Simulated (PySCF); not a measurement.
```xyz
19

C     2.6850    0.0276   -0.4539
C     1.3477   -0.6422   -0.6506
O     1.2384   -1.7717   -1.0552
C     0.1599    0.2121   -0.2606
C    -0.1440    0.0416    1.2457
C    -1.6040    0.2608    1.3399
C    -2.2497    0.2756    0.0100
C    -1.1483   -0.2084   -0.9386
H     2.7998    0.8136   -1.1984
H     3.4901   -0.6927   -0.5719
H     2.7355    0.4853    0.5311
H     0.3758    1.2642   -0.4635
H     0.4342    0.7296    1.8713
H     0.1251   -0.9768    1.5667
H    -2.1337    0.3398    2.2688
H    -3.1461   -0.3509   -0.0320
H    -2.5710    1.2925   -0.2618
H    -1.2395    0.2058   -1.9416
H    -1.1648   -1.2966   -1.0127
```

Geometry: GFN2-xTB.

Level of theory: UKS B3LYP, pcH-1 on C H O, non-relativistic, mean-field spin-orbit, GIAO in PySCF 2.14.0, density-fitted response routines.

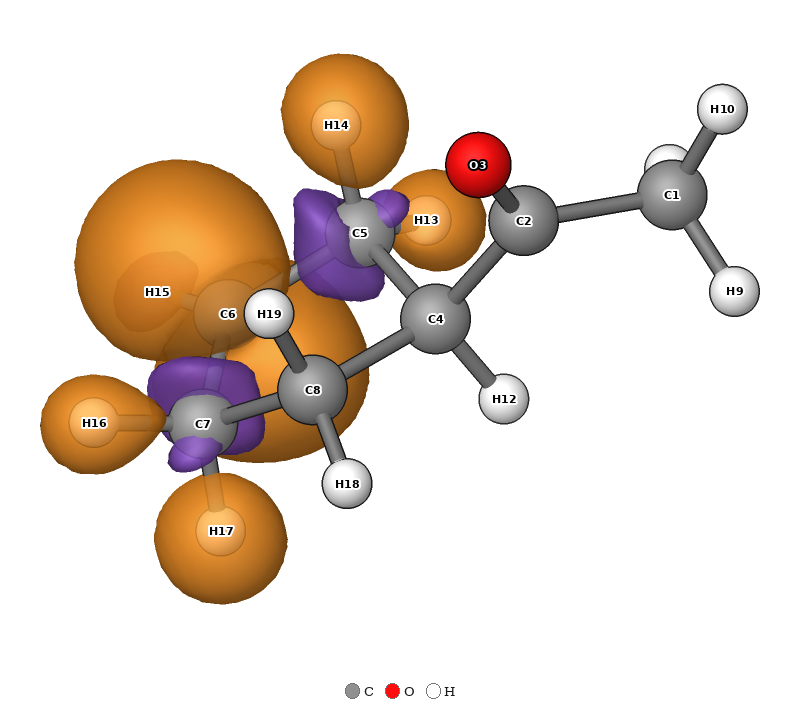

C$_{7}$H$_{11}$O (doublet). Isosurfaces of the spin density (α minus β) at +0.015 (orange) and −0.015 e/Å³ (purple), seen at an oblique angle.

Where is the unpaired spin?

Answer. The unpaired spin (1 electron) lies mostly on C6 (about 0.7), in electrons by Hirshfeld's partition.
